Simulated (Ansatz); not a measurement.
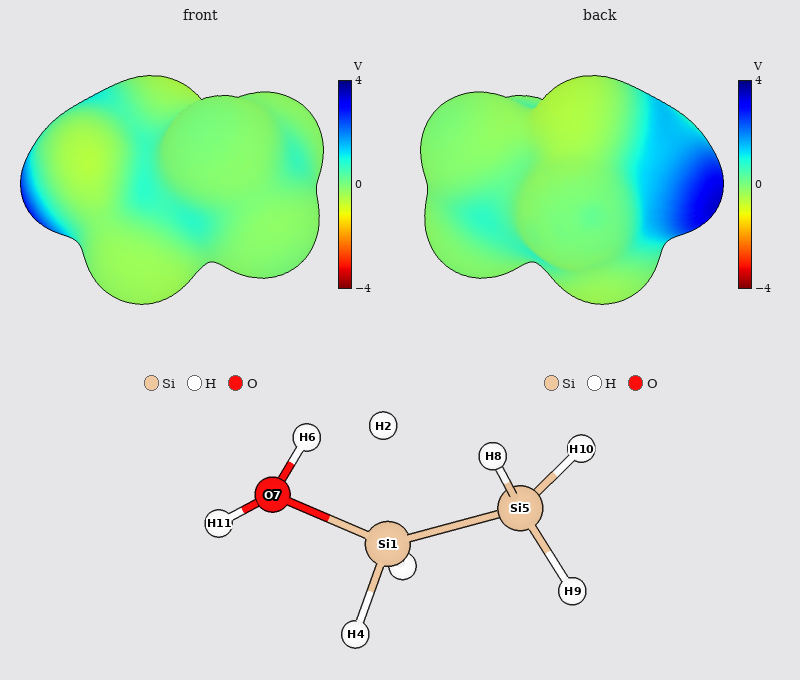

*H₇OSi₂···H. The molecular electrostatic potential painted on the density surface at 0.002 e/bohr³, seen from the front and from behind; red is negative and blue positive. The bare structure is drawn below in the same view.*

A transition-state structure; geometry: PBE0-D4/def2-TZVP.

All numbers below come from RKS PBE0-D4/def2-TZVPP in Ansatz 0.2.0.

```xyz
11

Si   -0.4757   -0.0364   -0.5155
H     1.1538    0.5620   -0.9039
H    -0.4832   -0.7532   -1.8185
H    -1.9435    0.0325   -0.1633
Si    0.5137   -1.1914    1.2544
H     0.5491    1.5643   -0.9540
O    -0.4751    1.8344   -0.6206
H     0.8894   -0.2023    2.3032
H    -0.3939   -2.1982    1.8727
H     1.7525   -1.8675    0.7846
H    -1.0870    2.2556   -1.2391
```

Where is the surface potential most negative and most positive?

The most negative region (about −0.5 V) lies over H2 and O7, the most positive (about +3.3 V) over H11.
